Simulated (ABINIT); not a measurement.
**SiC (F-43m): G0W0 in ABINIT against the screening cutoff in the self-energy**

Wanted: the cheapest screening cutoff in the self-energy that holds the gap of SiC (F-43m).

Program: ABINIT 10.8.3. Level of theory: PBE and many-body steps on it, plane waves. Results are calculated unless marked as measured.

## 1. Starting point

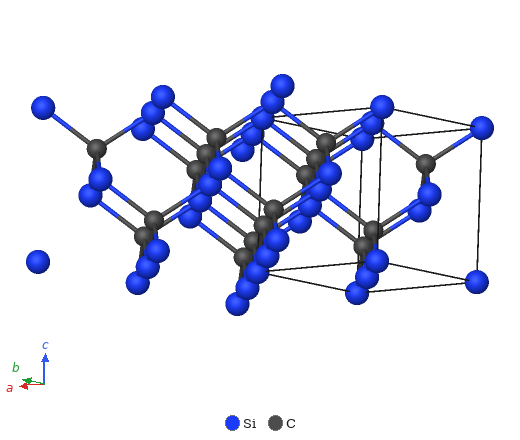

The cell as given, from a free direction (silicon blue, carbon dark grey). 2×2×1 cells are drawn. This picture shows the conventional cell, with its axes. Bonds to atoms that aren't drawn are left out. Some periodic images of atoms are drawn too.

Structure file:

```cif
data_structure
_symmetry_space_group_name_H-M 'P 1'
_symmetry_Int_Tables_number 1
_cell_length_a 3.0816
_cell_length_b 3.0816
_cell_length_c 3.0816
_cell_angle_alpha 60.000
_cell_angle_beta 60.000
_cell_angle_gamma 60.000
_cell_volume 20.69
loop_
_atom_site_label
_atom_site_type_symbol
_atom_site_fract_x
_atom_site_fract_y
_atom_site_fract_z
_atom_site_occupancy
Si1 Si 0.00000 0.00000 0.00000 1
C2 C 0.25000 0.25000 0.25000 1
```

The cell and positions come from the Crystallography Open Database and are kept as given unless a step says otherwise.

## 2. Screening, 6×6×6 mesh, 379 bands, screening to 435.4 eV

This step: ABINIT 10.8.3; RPA screening on PBE, plane waves, norm-conserving pseudopotentials.

The RPA dielectric matrix is built and inverted for each q.

Input file run.abi:

```
acell 3*1.0 Angstrom
rprim 
  -0.000000000000 2.179000000000 2.179000000000
  2.179000000000 0.000000000000 2.179000000000
  2.179000000000 2.179000000000 -0.000000000000
ntypat 2
znucl 14 6
natom 2
typat 1 2
xred 
  0.000000000000 0.000000000000 0.000000000000
  0.250000000000 0.250000000000 0.250000000000
pp_dirpath "pseudos"
pseudos "Si.upf, C.upf"
ecut 37
ngkpt 6 6 6
nshiftk 1
shiftk 0 0 0
kptopt 1
chksymbreak 0
istwfk *1
occopt 1
irdwfk 1
optdriver 3
nband 379
ecuteps 16
inclvkb 2
awtr 1
symchi 1
indata_prefix "in"
outdata_prefix "out"
tmpdata_prefix "tmp"
```

Launch:

```
$ OMP_NUM_THREADS=1 mpirun -n 4 abinit run.abi > log
```

Output:

```text
.Version 10.8.3 of ABINIT. v10.8.2 released Aug 2026.

 Symmetries : space group F-4 3 m (#216); Bravais cF (face-center cubic)
[... echo of the input left out ...]
== DATASET  1 ==================================================================
-   mpi_nproc: 4, omp_nthreads: 1 (-1 if OMP is not activated)

--- !DatasetInfo
iteration_state: {dtset: 1, }
dimensions: {natom: 2, nkpt: 16, mband: 379, nsppol: 1, nspinor: 1, nspden: 1, mpw: 1524, }
cutoff_energies: {ecut:  37.0, pawecutdg:  -1.0, }
electrons: {nelect:   8.00000000E+00, charge:   0.00000000E+00, occopt:   1.00000000E+00, tsmear:   1.00000000E-02, }

 SCREENING: Calculation of the susceptibility and dielectric matrices

 Based on a program developped by R.W. Godby, V. Olevano, G. Onida, and L. Reining.
 Incorporated in ABINIT by V. Olevano, G.-M. Rignanese, and M. Torrent.
.Using double precision arithmetic ; gwpc =  8

[... cell and pseudopotentials left out ...]
--------------------------------------------------------------------------------

 ==== K-mesh for the wavefunctions ====
 Number of points in the irreducible wedge :    16
[... list of points left out ...]
 Together with 24 symmetry operations and time-reversal symmetry
 yields   216 points in the full Brillouin Zone.

 ==== Q-mesh for the screening function ====
 Number of points in the irreducible wedge :    16
[... list of points left out ...]
 Together with 24 symmetry operations and time-reversal symmetry
 yields   216 points in the full Brillouin Zone.

 setmesh: FFT mesh size selected  =    25x   25x   25
          total number of points  =        15625

 vcoul_init : cutoff-mode = AUXILIARY_FUNCTION
 q-points for optical limit:   1
     1)      0.000010    0.000020    0.000030

- screening: taking advantage of time-reversal symmetry
- Maximum band index for partially occupied states nbvw = 4
- Remaining bands to be divided among processors   nbcw = 375
- Number of bands treated by each node ~93

 Number of electrons calculated from density =    8.0000; Expected =    8.0000
 average of density, n =  0.057292
 r_s =    1.6092
 omega_plasma =   23.0888 [eV]

 calculating chi0 at frequencies [eV] :
  1    0.000000E+00    0.000000E+00
  2    0.000000E+00    2.308880E+01

--------------------------------------------------------------------------------
  q-point number  1        q = ( 0.000000, 0.000000, 0.000000) [r.l.u.]
--------------------------------------------------------------------------------
[... chi0 elements left out ...]
 For q-point:  0.000010 0.000020 0.000030
  dielectric constant =   7.0819
  dielectric constant without local fields =   7.7436

  Average fulfillment of the sum rule on Im[epsilon] for q-point    1 :     98.05  [%]
[... wings left out ...]
  q-point number  2        q = ( 0.166667, 0.000000, 0.000000) [r.l.u.]
--------------------------------------------------------------------------------
[... chi0 elements left out ...]
  Average fulfillment of the sum rule on Im[epsilon] for q-point    2 :     98.32  [%]

 [... 14 further q-points ...]
```

The job ended after 5.5 min (4 MPI ranks of Intel Xeon 6975P-C (Granite Rapids), shared host; peak memory 2.4 GiB).

This step gave:

| Quantity | Value |
| --- | --- |
| ε∞ with local fields, on this mesh, along the program's q direction | 7.082 |
| the same without local fields | 7.744 |
| plasma frequency | 23.09 eV |
| plane waves in the screening matrix | 411 |

Local fields lower ε∞ by 9 %.

## 3. 1.6 Ha

This step: G0W0 on PBE, plane waves, norm-conserving pseudopotentials.

Changes to run.abi since step 2:

```diff
@@ -23,8 +23,17 @@
 irdwfk 1
-optdriver 3
+optdriver 4
 nband 379
-ecuteps 16
-inclvkb 2
-awtr 1
-symchi 1
+gwcalctyp 0
+ecutsigx 37
+symsigma 1
+nkptgw 2
+kptgw 
+  0.0000000000 0.0000000000 0.0000000000
+  0.5000000000 0.5000000000 0.0000000000
+bdgw 
+  2 8
+  3 6
+ecuteps 1.6
+irdscr 1
+ppmodel 1
 indata_prefix "in"
```

Output:

```text
.Version 10.8.3 of ABINIT. v10.8.2 released Aug 2026.

 Symmetries : space group F-4 3 m (#216); Bravais cF (face-center cubic)
[... echo of the input left out ...]
== DATASET  1 ==================================================================
-   mpi_nproc: 4, omp_nthreads: 1 (-1 if OMP is not activated)

--- !DatasetInfo
iteration_state: {dtset: 1, }
dimensions: {natom: 2, nkpt: 16, mband: 379, nsppol: 1, nspinor: 1, nspden: 1, mpw: 1524, }
cutoff_energies: {ecut:  37.0, pawecutdg:  -1.0, }
electrons: {nelect:   8.00000000E+00, charge:   0.00000000E+00, occopt:   1.00000000E+00, tsmear:   1.00000000E-02, }

 SIGMA: Calculation of the GW corrections

 Based on a program developped by R.W. Godby, V. Olevano, G. Onida, and L. Reining.
 Incorporated in ABINIT by V. Olevano, G.-M. Rignanese, and M. Torrent.
.Using double precision arithmetic ; gwpc =  8

[... cell and pseudopotentials left out ...]
--------------------------------------------------------------------------------

 ==== K-mesh for the wavefunctions ====
 Number of points in the irreducible wedge :    16
[... list of points left out ...]
 Together with 24 symmetry operations and time-reversal symmetry
 yields   216 points in the full Brillouin Zone.

 ==== Q-mesh for screening function ====
 Number of points in the irreducible wedge :    16
[... list of points left out ...]
 Together with 24 symmetry operations and time-reversal symmetry
 yields   216 points in the full Brillouin Zone.

 vcoul_init : cutoff-mode = AUXILIARY_FUNCTION
 q-points for optical limit:   1
     1)      0.000010    0.000020    0.000030
 setmesh: FFT mesh size selected  =    32x   32x   32
          total number of points  =        32768

 Number of electrons calculated from density =    8.0000; Expected =    8.0000
 average of density, n =  0.057292
 r_s =    1.6092
 omega_plasma =   23.0888 [eV]

 === KS Band Gaps ===
  >>>> For spin  1
   Minimum direct gap =   4.5530 [eV], located at k-point      :   0.5000  0.5000  0.0000
   Fundamental gap    =   1.3613 [eV], Top of valence bands at :   0.0000  0.0000  0.0000
                                       Bottom of conduction at :   0.5000  0.5000  0.0000
 SIGMA fundamental parameters:
 PLASMON POLE MODEL  1
 number of plane-waves for SigmaX                 1459
 number of plane-waves for SigmaC and W             15
 number of plane-waves for wavefunctions          1459
 number of bands                                   379
 number of independent spin polarizations            1
 number of spinorial components                      1
 number of k-points in IBZ                          16
 number of q-points in IBZ                          16
 number of symmetry operations                      24
 number of k-points in BZ                          216
 number of q-points in BZ                          216
 number of frequencies for dSigma/dE                 9
 frequency step for dSigma/dE [eV]                0.25
 number of omega for Sigma on real axis              0
 max omega for Sigma on real axis  [eV]           0.00
 zcut for avoiding poles [eV]                     0.10

 EPSILON^-1 parameters (SCR file):
 dimension of the eps^-1 matrix on file            411
 dimension of the eps^-1 matrix used                15
 number of plane-waves for wavefunctions          1459
 number of bands                                   379
 number of q-points in IBZ                          16
 number of frequencies                               2
 number of real frequencies                          1
 number of imag frequencies                          1

 matrix elements of self-energy operator (all in [eV])

 Perturbative Calculation

--- !SelfEnergy_ee
iteration_state: {dtset: 1, }
kpoint     : [   0.000,    0.000,    0.000, ]
spin       : 1
KS_gap     :    6.223
QP_gap     :    6.924
Delta_QP_KS:    0.701
data: !SigmaeeData |
     Band     E0 <VxcDFT>   SigX SigC(E0)      Z dSigC/dE  Sig(E)    E-E0       E
        2   6.835 -14.930 -17.579   2.562   0.809  -0.236 -15.000  -0.071   6.764
        3   6.835 -14.930 -17.579   2.562   0.809  -0.236 -15.000  -0.071   6.764
        4   6.835 -14.930 -17.579   2.562   0.809  -0.236 -15.000  -0.071   6.764
        5  13.058 -13.213  -7.543  -4.889   0.807  -0.240 -12.583   0.630  13.688
        6  14.146 -11.327  -5.827  -4.695   0.814  -0.229 -10.672   0.655  14.801
        7  14.146 -11.327  -5.827  -4.695   0.814  -0.229 -10.672   0.655  14.801
        8  14.146 -11.327  -5.827  -4.695   0.814  -0.229 -10.672   0.655  14.801

--- !SelfEnergy_ee
iteration_state: {dtset: 1, }
kpoint     : [   0.500,    0.500,    0.000, ]
spin       : 1
KS_gap     :    4.553
QP_gap     :    5.364
Delta_QP_KS:    0.811
data: !SigmaeeData |
     Band     E0 <VxcDFT>   SigX SigC(E0)      Z dSigC/dE  Sig(E)    E-E0       E
        3   3.643 -13.567 -17.441   3.271   0.795  -0.258 -14.046  -0.479   3.165
        4   3.643 -13.567 -17.441   3.271   0.795  -0.258 -14.046  -0.479   3.165
        5   8.196 -10.505  -6.372  -3.731   0.826  -0.210 -10.173   0.332   8.529
        6  11.168 -10.770  -5.961  -4.122   0.828  -0.207 -10.201   0.569  11.737

== END DATASET(S) ==============================================================
================================================================================

 -outvars: echo values of variables after computation  --------
           etotal      0.0000000000E+00
            nband         379
             nkpt          16
          spgroup         216
 [... the other variables as echoed above ...]

 Calculation completed.
```

Run time: 5.1 s. Hardware: 4 MPI ranks; peak memory 0.6 GiB; 19 s of CPU time.

Numbers from this step:

```yaml
g0w0_gap_on_the_points_computed: 1.765 eV
starting_gap_on_the_mesh: 1.361 eV
k_of_the_valence_top: 0, 0, 0
k_of_the_conduction_bottom: 0.5, 0.5, 0
z_at_the_valence_top: 0.809
z_at_the_conduction_bottom: 0.826
least_direct_g0w0_gap_on_the_computed_points: 5.364 eV
```

## 4. 3.2 Ha

Changes to run.abi since step 3:

```diff
@@ -35,3 +35,3 @@
   3 6
-ecuteps 1.6
+ecuteps 3.2
 irdscr 1
```

Output:

```text
.Version 10.8.3 of ABINIT. v10.8.2 released Aug 2026.

 Symmetries : space group F-4 3 m (#216); Bravais cF (face-center cubic)
[... echo of the input left out ...]
== DATASET  1 ==================================================================
-   mpi_nproc: 4, omp_nthreads: 1 (-1 if OMP is not activated)

--- !DatasetInfo
iteration_state: {dtset: 1, }
dimensions: {natom: 2, nkpt: 16, mband: 379, nsppol: 1, nspinor: 1, nspden: 1, mpw: 1524, }
cutoff_energies: {ecut:  37.0, pawecutdg:  -1.0, }
electrons: {nelect:   8.00000000E+00, charge:   0.00000000E+00, occopt:   1.00000000E+00, tsmear:   1.00000000E-02, }

 SIGMA: Calculation of the GW corrections

 Based on a program developped by R.W. Godby, V. Olevano, G. Onida, and L. Reining.
 Incorporated in ABINIT by V. Olevano, G.-M. Rignanese, and M. Torrent.
.Using double precision arithmetic ; gwpc =  8

[... cell and pseudopotentials left out ...]
--------------------------------------------------------------------------------

 ==== K-mesh for the wavefunctions ====
 Number of points in the irreducible wedge :    16
[... list of points left out ...]
 Together with 24 symmetry operations and time-reversal symmetry
 yields   216 points in the full Brillouin Zone.

 ==== Q-mesh for screening function ====
 Number of points in the irreducible wedge :    16
[... list of points left out ...]
 Together with 24 symmetry operations and time-reversal symmetry
 yields   216 points in the full Brillouin Zone.

 vcoul_init : cutoff-mode = AUXILIARY_FUNCTION
 q-points for optical limit:   1
     1)      0.000010    0.000020    0.000030
 setmesh: FFT mesh size selected  =    32x   32x   32
          total number of points  =        32768

 Number of electrons calculated from density =    8.0000; Expected =    8.0000
[...]
number of omega for Sigma on real axis              0
 max omega for Sigma on real axis  [eV]           0.00
 zcut for avoiding poles [eV]                     0.10

 EPSILON^-1 parameters (SCR file):
 dimension of the eps^-1 matrix on file            411
 dimension of the eps^-1 matrix used                27
 number of plane-waves for wavefunctions          1459
 number of bands                                   379
 number of q-points in IBZ                          16
 number of frequencies                               2
 number of real frequencies                          1
 number of imag frequencies                          1

 matrix elements of self-energy operator (all in [eV])

 Perturbative Calculation

--- !SelfEnergy_ee
iteration_state: {dtset: 1, }
kpoint     : [   0.000,    0.000,    0.000, ]
spin       : 1
KS_gap     :    6.223
QP_gap     :    6.992
Delta_QP_KS:    0.768
data: !SigmaeeData |
     Band     E0 <VxcDFT>   SigX SigC(E0)      Z dSigC/dE  Sig(E)    E-E0       E
        2   6.835 -14.930 -17.579   2.379   0.802  -0.247 -15.146  -0.217   6.618
        3   6.835 -14.930 -17.579   2.379   0.802  -0.247 -15.146  -0.217   6.618
        4   6.835 -14.930 -17.579   2.379   0.802  -0.247 -15.146  -0.217   6.618
[...]
--- !SelfEnergy_ee
iteration_state: {dtset: 1, }
kpoint     : [   0.500,    0.500,    0.000, ]
spin       : 1
KS_gap     :    4.553
QP_gap     :    5.405
Delta_QP_KS:    0.852
data: !SigmaeeData |
     Band     E0 <VxcDFT>   SigX SigC(E0)      Z dSigC/dE  Sig(E)    E-E0       E
[...]
5   8.196 -10.505  -6.372  -3.840   0.823  -0.215 -10.263   0.242   8.438
        6  11.168 -10.770  -5.961  -4.262   0.825  -0.211 -10.318   0.451  11.620

== END DATASET(S) ==============================================================
================================================================================

 -outvars: echo values of variables after computation  --------
           etotal      0.0000000000E+00
            nband         379
             nkpt          16
          spgroup         216
 [... the other variables as echoed above ...]

 Calculation completed.
```

It took 5.4 s on 4 MPI ranks; peak memory 0.65 GiB; 21 s of CPU time.

Numbers from this step:

* G0W0 gap on the points computed: 1.820 eV
* starting gap on the mesh: 1.361 eV
* k of the valence top: 0, 0, 0
* k of the conduction bottom: 0.5, 0.5, 0
* Z at the valence top: 0.802
* Z at the conduction bottom: 0.823
* least direct G0W0 gap on the computed points: 5.404 eV

## 5. 5.6 Ha

The self-energy is evaluated for the states that the input lists, and the levels follow from it, in one-shot runs by the linearised quasiparticle equation.

Changes to run.abi since step 4:

```diff
@@ -35,3 +35,3 @@
   3 6
-ecuteps 3.2
+ecuteps 5.6
 irdscr 1
```

Output:

```text
.Version 10.8.3 of ABINIT. v10.8.2 released Aug 2026.

 Symmetries : space group F-4 3 m (#216); Bravais cF (face-center cubic)
[... echo of the input left out ...]
== DATASET  1 ==================================================================
-   mpi_nproc: 4, omp_nthreads: 1 (-1 if OMP is not activated)

--- !DatasetInfo
iteration_state: {dtset: 1, }
dimensions: {natom: 2, nkpt: 16, mband: 379, nsppol: 1, nspinor: 1, nspden: 1, mpw: 1524, }
cutoff_energies: {ecut:  37.0, pawecutdg:  -1.0, }
[...]
Band     E0 <VxcDFT>   SigX SigC(E0)      Z dSigC/dE  Sig(E)    E-E0       E
[...]
5   8.196 -10.505  -6.372  -3.980   0.820  -0.219 -10.379   0.126   8.322
        6  11.168 -10.770  -5.961  -4.453   0.822  -0.216 -10.478   0.292  11.461

== END DATASET(S) ==============================================================
================================================================================

 -outvars: echo values of variables after computation  --------
           etotal      0.0000000000E+00
            nband         379
             nkpt          16
          spgroup         216
 [... the other variables as echoed above ...]

 Calculation completed.
```

It took 17 s on 4 MPI ranks; peak memory 1.8 GiB.

This step gave:

```yaml
g0w0_gap_on_the_points_computed: 2.063 eV
starting_gap_on_the_mesh: 1.361 eV
k_of_the_valence_top: 0, 0, 0
k_of_the_conduction_bottom: 0.5, 0.5, 0
least_direct_g0w0_gap_on_the_computed_points: 5.565 eV
```

The gap on the mesh goes from 1.36 eV to 2.06 eV, a correction of +0.70 eV.

(Continued in part 2 of 2.)

[Paths, hosts, dates, memory and timing lines, banners, echoed tables and standing remarks are left out of the program output.]

[Logs are printed without paths, hosts, clocks, repeated set-up lines and the standing remarks that a program may print on its own settings, such as how far it seeks lower states.]

[Runs of the session that timed out or met a known fault of the program may be left out.]

[Hosts, paths, dates, database ids (printed as entryN), source tags and the programs' standing remarks are cut or masked in the printed files.]

[G0W0 gaps are taken among the corrected bands and points alone; a level outside them can change the order at an edge.]

[Where Ansatz stands beside ABINIT at settings called matched, ABINIT's density can come from a denser mesh and the files from another edition; pairs whose starting gaps differed by over 0.03 eV were left out, so agreement reads better than it is.]
